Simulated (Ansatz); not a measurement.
H4SSn···HCl

```
atom    x (Å)    y (Å)    z (Å)
  Sn  -0.5333  -0.1245  -0.6275
  Cl  -0.1462   0.7241   3.3093
   H   0.6157  -1.0960   0.1614
   H  -0.0834   1.5097  -0.6988
   H  -0.9033  -0.7450  -2.1703
   S  -2.5939  -0.1196   0.6999
   H  -2.6500  -1.4528   0.8449
   H  -1.2054   0.4314   2.6288
```

Core potentials replace the inner electrons of Sn.

Level of theory: RKS BHLYP/def2-SVP (Ansatz).

> What will maps of the electron density and electron localisation function show?

Sn–S (2.45 Å): ρ is about 0.51 e/Å³ halfway; the ELF peaks at about 0.90 in the valence shell of S, 0.9 Å from its nucleus, and drops to about 0.15 between the two atoms.
S–H (1.34 Å): ρ at the midpoint is about 1.4 e/Å³; the ELF climbs to about 1 towards the hydrogen, as it does in any bond to H.

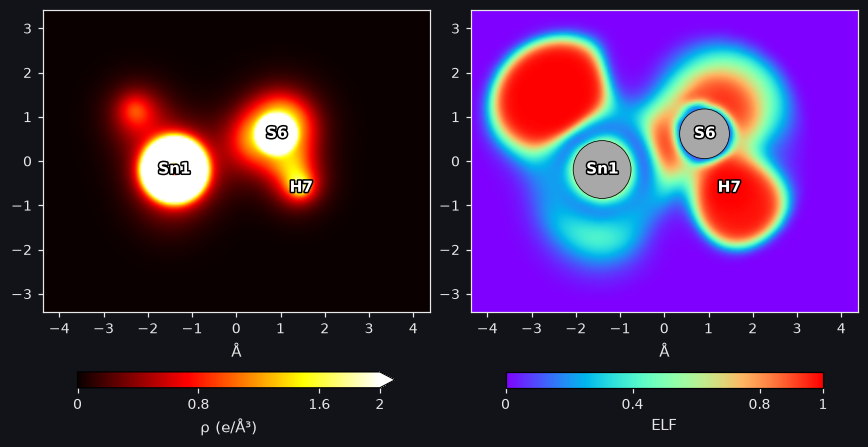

Computed electron density and electron localisation function on the plane of atoms Sn1, S6 and H7, in this order. Grey discs cover the atomic cores in the ELF map. 
